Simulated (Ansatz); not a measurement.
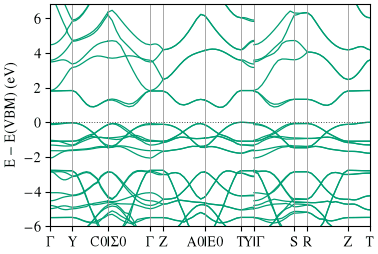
Band structure from LDA (plane waves, PAW; program Ansatz)

The gap is 0.85 eV; an edge lies off the plotted path or next to a special point (maximum on the T–Y line, 3 % of the way from T, minimum off the standard path).

The material is Na₂NiO₂ in space group Cmc2_1 (No. 36; Pearson symbol oS20).

The first step of the workflow began from a Materials Project structure, measured or hypothetical; the Crystallography Open Database files this formula in space group No. 36, but the cells were not matched. Its standing as an ambient phase is unchecked. The LDA relaxation kept the symmetry of its start; its stability against distortions is not shown here. The run is not spin-polarised. No Hubbard U is applied.

Potentials: the later of the program's two PAW sets.
